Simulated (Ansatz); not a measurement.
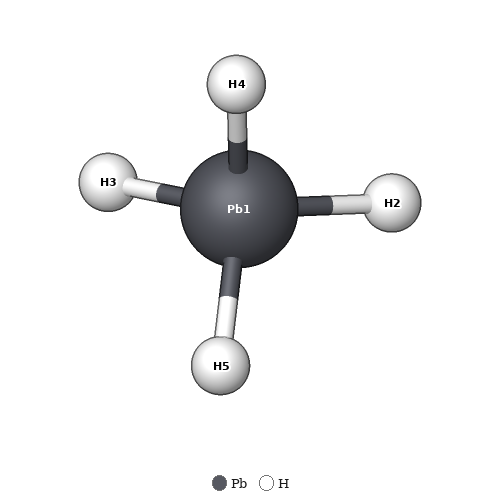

The system is H₄Pb with the probe Li+; the picture shows it without the atoms that are moved over the map. The probe is moved over the molecule's main plane. The first coordinate is: x of the probe's Li atom; the second: y of the probe's Li atom. Nothing is relaxed (molecule and probe rigid). The scan uses a 19 × 19 grid. At 67 points there is no value (left out of the scan, as a rule where atoms come close). All energies are given in kJ/mol relative to molecule and probe far apart, each relaxed in its own basis (no counterpoise correction). The calculation used RKS PBE-D4/def2-TZVP (Ansatz).

Range: x of the probe's Li atom from −4.77 to 4.77 Å; y of the probe's Li atom from −4.77 to 4.77 Å.

**What will the energy surface look like?**

The lowest grid point is at x of the probe's Li atom = −3.18 Å, y of the probe's Li atom = −1.59 Å [nearest 1 H at 1.81 Å], −71 kJ/mol from molecule and probe far apart, each relaxed in its own basis (no counterpoise correction). The highest grid point, x of the probe's Li atom = −1.06 Å, y of the probe's Li atom = −2.12 Å [nearest 1 H at 1.45 Å], lies 77 kJ/mol above the lowest.

| y of the probe's Li atom ↓, x of the probe's Li atom → | −4.24 | −3.18 | −2.12 | −1.06 | 0.00 | 1.06 | 2.12 | 3.18 | 4.24 |
| --- | --- | --- | --- | --- | --- | --- | --- | --- | --- |
| 4.77 | −2 | −4 | −7 | −12 | −14 | −13 | −9 | −5 | −2 |
| 3.71 | −4 | −9 | −18 | −31 | −39 | −34 | −21 | −10 | −4 |
| 2.65 | −8 | −18 | −35 | −48 | −53 | −55 | −40 | −19 | −8 |
| 1.59 | −17 | −36 | −39 | – | – | – | −39 | −30 | −12 |
| 0.53 | −30 | −57 | – | – | – | – | – | −40 | −19 |
| −0.53 | −41 | −64 | – | – | – | – | – | −57 | −27 |
| −1.59 | −38 | −71 | – | – | – | – | – | −65 | −29 |
| −2.65 | −23 | −50 | −64 | −60 | −54 | −38 | −69 | −53 | −22 |
| −3.71 | −11 | −21 | −31 | −36 | −41 | −48 | −43 | −26 | −12 |
| −4.77 | −5 | −8 | −11 | −13 | −16 | −17 | −15 | −11 | −6 |

The table holds every second grid line.

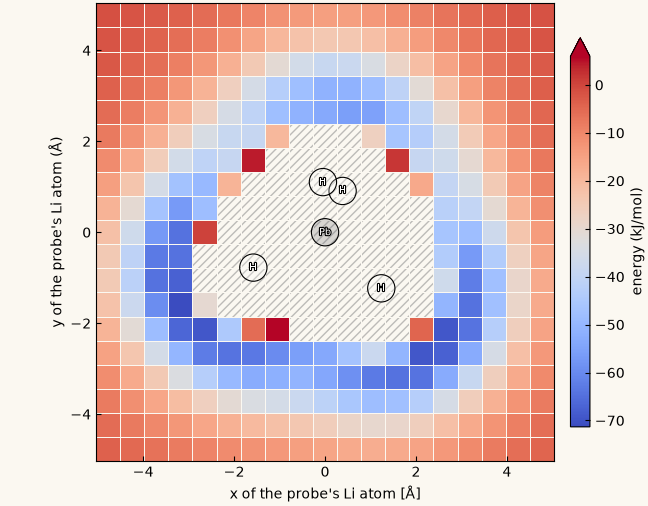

The picture shows one coloured cell a grid point, labelled circles for the molecule's atoms, projected on the plane, one colour for all values above the top of the scale, hatched blanks where no value was computed.

Each point was launched as `ansatz run input.yaml --threads 1 --pin off --max-ram 2560MiB --backend cpu --events-out ev --progress --plain --runs-dir out`. Time for the 294 points that were run: 7.5 min on 1 thread of Arm Neoverse V2 (shared host).
